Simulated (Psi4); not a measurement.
**InNH2Cl (SMILES [NH2][In][Cl]): UB2PLYP/def2-SVP (core potential, density fitting for correlation)**

What is the energy change on altering one bond length of InNH2Cl at UB2PLYP/def2-SVP (core potential, density fitting for correlation)? 

The results are computed with Psi4 1.11.

9 further runs of the same task are left out: 6 that didn't finish, 3 set aside as unsound or not needed.

## Step 1: The structure to begin with

InNH2Cl: 5 atoms, total charge 0, spin state doublet. As SMILES, `[NH2][In][Cl]`. The coordinates come from a PBE0-D4/def2-TZVP relaxation. This is one conformer, not always the lowest.

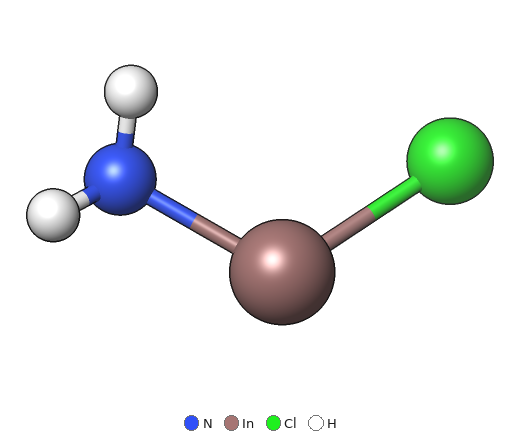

The structure, seen from a chosen angle (nitrogen blue, indium brown, chlorine green, hydrogen white).

## Step 2: The energy at UB2PLYP/def2-SVP (core potential, density fitting for correlation)

clh2inn.xyz reads:

```xyz
5
ClH2InN
N     -0.142600     0.808600    -0.493900
In    -0.411600    -1.217800    -0.153300
Cl     1.391500    -2.211500     1.018700
H     -0.999700     1.283800    -0.756700
H      0.212300     1.263200     0.343800
```

run.py reads:

```python
import numpy as np
from ase.calculators.psi4 import Psi4
from ase.io import read

atoms = read('clh2inn.xyz')
calc = Psi4(atoms=atoms, method='b2plyp', basis='def2-SVP', memory='2200MB', num_threads=1, charge=0, multiplicity=2, label='psi4-calc', reference='uks')
calc.psi4.set_options({'puream': True, 'e_convergence': 1e-09, 'd_convergence': 1e-08, 'scf_type': 'pk', 'dft_radial_points': 99, 'dft_spherical_points': 590, 'num_frozen_docc': 10, 'maxiter': 100})
atoms.calc = calc

print(f'energy: {atoms.get_potential_energy():.6f} eV')
```

On the command line:

```sh
$ python run.py
```

psi4-calc.dat, shortened:

```text
[...]
    !!!  WARNING: ECP capability is in beta. Please check occupations closely.  !!!
[...]
  Running in c1 symmetry.
[...]
  Nuclear repulsion =  154.716518533842446
[...]
  Multiplicity = 2
[...]
  Nalpha       = 24
  Nbeta        = 23
[...]
    Number of basis functions: 68
[...]
   @UKS iter   1:  -705.26299658460277   -1.14648e+00   1.05720e-02 DIIS/ADIIS
[...]
   @UKS iter  16:  -705.52349230657603   -1.81899e-12   4.87194e-09 DIIS
[...]
   @S^2 Observed:                7.636312693E-01
[...]
    Orbital Energies [Eh]
    ---------------------
    Alpha Occupied:
       1A   -102.835160     2A    -14.841503     3A     -9.867502
       4A     -7.513295     5A     -7.507929     6A     -7.507821
       7A     -4.983531     8A     -3.327898     9A     -3.324030
      10A     -3.320602    11A     -0.962931    12A     -0.915833
      13A     -0.888675    14A     -0.886605    15A     -0.886202
      16A     -0.873966    17A     -0.850637    18A     -0.544651
      19A     -0.486758    20A     -0.402265    21A     -0.354885
      22A     -0.349646    23A     -0.339336    24A     -0.263096
    Alpha Virtual:
      25A     -0.018375    26A      0.050279    27A      0.053555
[...]
  @UKS Final Energy:  -705.52349230657603
   => Energetics <=
    Nuclear Repulsion Energy =            154.7165185338424465
    One-Electron Energy =               -1354.9230188640153756
    Two-Electron Energy =                 519.8930359674523061
    DFT Exchange-Correlation Energy =     -25.2100279438553514
    Empirical Dispersion Energy =           0.0000000000000000
    VV10 Nonlocal Energy =                  0.0000000000000000
    Total Energy =                       -705.5234923065760313
[...]
 Multipole Moments:
 ------------------------------------------------------------------------------------
     Multipole            Electronic (a.u.)      Nuclear  (a.u.)        Total (a.u.)
 ------------------------------------------------------------------------------------
 L = 1.  Multiply by 2.5417464519 to convert [e a0] to [Debye]
 Dipole X            :        -26.9571114           25.7573826           -1.1997288
 Dipole Y            :         -4.4452022            5.0215680            0.5763658
 Dipole Z            :        -13.8644884           13.6131492           -0.2513392
 Magnitude           :                                                    1.3545177
[...]
```

On the terminal:

```text
energy: -19201.700668 eV
```

Wall time 35 s (1 thread of Intel Xeon at 2.50GHz (Skylake/Cascade Lake), shared host); peak memory 0.7 GiB.

## Step 3: The distorted shape

clh2inn.py reads:

```python
import psi4

psi4.set_memory('2200 MB')
psi4.set_num_threads(1)
psi4.core.set_output_file('output.dat', False)

geom = psi4.geometry("""
0 2
N     -1.044142     1.305446    -1.079895
In    -1.313142    -0.720954    -0.739295
Cl     1.391500    -2.211500     1.018700
H     -1.901242     1.780646    -1.342695
H     -0.689242     1.760046    -0.242195
symmetry c1
""")

psi4.set_options({
    'basis': 'def2-SVP',
    'reference': 'uks',
    'puream': True,
    'e_convergence': 1e-09,
    'd_convergence': 1e-08,
    'scf_type': 'pk',
    'dft_radial_points': 99,
    'dft_spherical_points': 590,
    'num_frozen_docc': 10,
    'maxiter': 100,
})

e, wfn = psi4.energy("b2plyp", return_wfn=True)
print(f'total energy {e:.8f} hartree = {e * 27.211386:.5f} eV')
```

On the command line:

```sh
$ python clh2inn.py
```

output.dat, shortened:

```text
[...]
    !!!  WARNING: ECP capability is in beta. Please check occupations closely.  !!!
[...]
  Running in c1 symmetry.
[...]
  Nuclear repulsion =  123.518662029254287
[...]
  Multiplicity = 2
[...]
  Nalpha       = 24
  Nbeta        = 23
[...]
    Number of basis functions: 68
[...]
   @UKS iter   1:  -705.12387875582601   -1.23141e+00   1.09345e-02 DIIS/ADIIS
[...]
   @UKS iter  26:  -705.46030304736018   -3.63798e-11   6.57848e-09 DIIS
[...]
   @S^2 Observed:                7.933091416E-01
[...]
    Orbital Energies [Eh]
    ---------------------
    Alpha Occupied:
       1A   -102.845814     2A    -14.831266     3A     -9.875350
       4A     -7.530888     5A     -7.513262     6A     -7.513170
       7A     -4.983659     8A     -3.327098     9A     -3.326145
      10A     -3.318145    11A     -0.955111    12A     -0.889946
      13A     -0.889814    14A     -0.883441    15A     -0.882356
      16A     -0.876167    17A     -0.867882    18A     -0.540024
      19A     -0.470141    20A     -0.390188    21A     -0.344489
      22A     -0.341026    23A     -0.340077    24A     -0.285793
    Alpha Virtual:
      25A     -0.030596    26A     -0.021942    27A      0.042719
[...]
  @UKS Final Energy:  -705.46030304736018
   => Energetics <=
    Nuclear Repulsion Energy =            123.5186620292542869
    One-Electron Energy =               -1292.6090630014818998
    Two-Electron Energy =                 488.8047258807234243
    DFT Exchange-Correlation Energy =     -25.1746279558560104
    Empirical Dispersion Energy =           0.0000000000000000
    VV10 Nonlocal Energy =                  0.0000000000000000
    Total Energy =                       -705.4603030473601848
[...]
 Multipole Moments:
 ------------------------------------------------------------------------------------
     Multipole            Electronic (a.u.)      Nuclear  (a.u.)        Total (a.u.)
 ------------------------------------------------------------------------------------
 L = 1.  Multiply by 2.5417464519 to convert [e a0] to [Debye]
 Dipole X            :        -39.4177595           37.8409884           -1.5767711
 Dipole Y            :          2.4629720           -1.6377902            0.8251817
 Dipole Z            :        -21.9284052           21.4673951           -0.4610101
 Magnitude           :                                                    1.8383858
[...]
```

The script printed:

```text
total energy -705.58407368 hartree = -19199.92058 eV
```

Run time: 43 s. Hardware: 1 thread of Intel Xeon at 2.50GHz (Skylake/Cascade Lake), shared host; peak memory 0.67 GiB.

## Step 4: Outcome

Level: UB2PLYP/def2-SVP (core potential, density fitting for correlation), 10 core orbitals frozen.

| quantity | value |
| --- | --- |
| first shape: total energy | -705.64949 Eh |
| first shape: HOMO energy (SCF part's orbitals) (highest over α and β) | -7.16 eV |
| first shape: LUMO energy (SCF part's orbitals) (lowest over α and β) | -2.35 eV |
| first shape: ⟨S²⟩ | 0.764 |
| distorted shape: total energy | -705.58407 Eh |
| distorted shape: HOMO energy (SCF part's orbitals) (highest over α and β) | -7.09 eV |
| distorted shape: LUMO energy (SCF part's orbitals) (lowest over α and β) | -3.65 eV |
| distorted shape: ⟨S²⟩ | 0.793 |
| energy change with the In2–Cl3 bond stretched from 2.369 to 3.553 Å | 1.780 eV |

**Reading.** With the In2–Cl3 bond stretched from 2.369 to 3.553 Å the energy rises by 1.78 eV (172 kJ/mol). The first shape isn't relaxed at this level, so the change isn't measured from a minimum.
